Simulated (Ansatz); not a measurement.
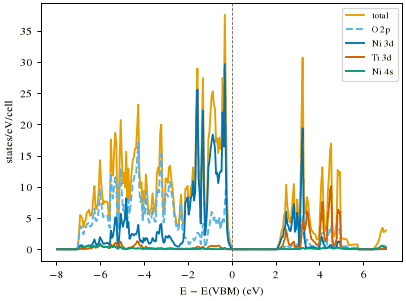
Fig. 1. Total and projected density of states of TiNi₄GeO₈ in space group F-43m (No. 216; Pearson symbol cF56), r²SCAN (plane waves, PAW; program Ansatz)

Q: Which orbitals carry the states next to the gap?

A: Top 1 eV of the valence band: Ni 3d 71 %, O 2p 25 %. Bottom 1 eV of the conduction band: Ni 3d 66 %, Ti 3d 17 %, O 2p 8 %. Projections are on Löwdin-orthogonalised atomic valence shells; empty p or d shells of many metals are not among them.

Q: Where is the tallest occupied peak in this window, and what makes it?

A: Near -0.3 eV, about 38 states/eV per cell; the largest projected share is Ni 3d.

The workflow started from a Materials Project entry (that database holds measured and hypothetical structures alike); the Crystallography Open Database copy checked does not list it. With Ti and Ge taken as one species the cell has the higher symmetry Fd-3m, so it may be an ordered model of a mixed-site phase. Its standing as an ambient phase is unchecked. Symmetry was held in the r²SCAN relaxation; whether a distortion lowers the energy is not shown. Spin order of the final state: ferromagnetic, chosen from 3 collinear starts compared on coarse meshes (ties went to the first, and starts can fall back to one state), not a proven ground state. Other orbital occupations within this spin state were not tried. No Hubbard U is applied. Scalar-relativistic: spin–orbit coupling is off unless named, which matters more the heavier the elements.

Potentials: the later of the program's two PAW sets.
